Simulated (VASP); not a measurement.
Band structure of Ni₃Si (L1_2). Computed with TPSS meta-GGA, VASP's PBE PAW potentials (set 64) (plane waves; VASP 6.6.1).

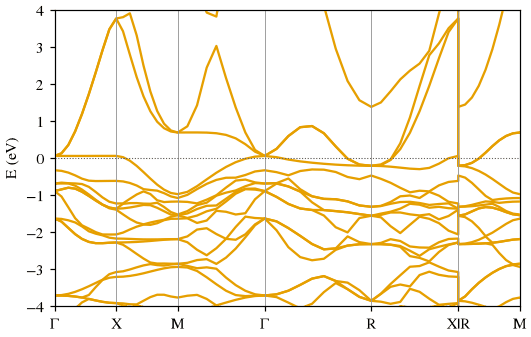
Figure. Bands along high-symmetry lines, zero at the valence-band maximum or, without a gap, the Fermi level

Q: Read the plot: is there a gap, and where are the band edges?

A: It has no gap at this level: it comes out as a metal or semimetal.

The compound is Ni3Si in the L1_2 structure. It was relaxed first. The run is not spin-polarised, so no magnetic state was tried.
